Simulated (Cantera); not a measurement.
Input: 1 mol AlCl3, 0.37 mol O2, 86 mol H2, 8.6 mol N2, at 0.210 bar.

Cantera equilibrium calculation (NASA polynomials, part measured and part estimated; ideal gas, pure solids and liquids). Candidate condensed phases: Al, AlCl3, AlN, Al2O3, H2O, NH4Cl; 45 gas species. Mutual solubility and eutectic melting of coexisting phases are not modelled. The tables' values for AlCl2, AlOH are old estimates; treat these amounts as uncertain. Condensed phases not in the tables: aluminium oxynitride. Equilibrium is a limit: real reactors are often held back by kinetics, nucleation or transport.

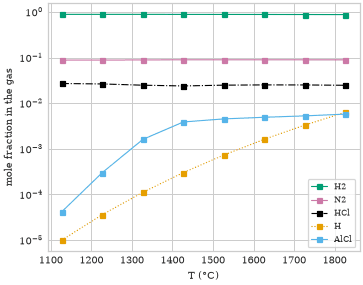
Fig. 1. Equilibrium gas composition (values under 1e-9 drawn at 1e-9)

From 1127 °C to 1327 °C the condensed part is AlN(s) + Al2O3(s). From 1427 °C to 1827 °C the condensed part is Al2O3(s). The main Al-bearing gas is AlCl3 at 1127 °C and AlCl at 1827 °C. The share of Al in condensed phases is highest at 1127 °C (85.8 %) and lowest at 1827 °C (41.4 %).
